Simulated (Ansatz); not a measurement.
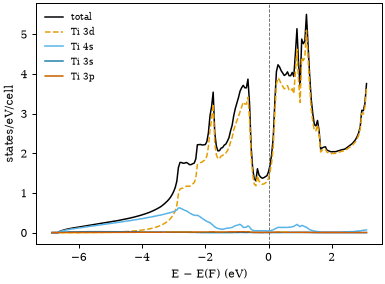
Figure. Total and projected density of states of Ti (hcp (Mg type), P6_3/mmc), r²SCAN in the plane-wave PAW code Ansatz

Problem. Which orbitals carry the states next to the Fermi level?

Solution. Within 0.5 eV of the Fermi level: Ti 3d 91 %, outside the projected shells 5 %. Projections are on Löwdin-orthogonalised atomic valence shells; empty p or d shells of many metals are not among them.

Problem. Where is the tallest occupied peak in this window, and what makes it?

Solution. Near -0.6 eV, about 3.9 states/eV per cell; the largest projected share is Ti 3d.

The r²SCAN relaxation kept the symmetry of its start. The run is not spin-polarised.

Potentials: the later of the program's two PAW sets.
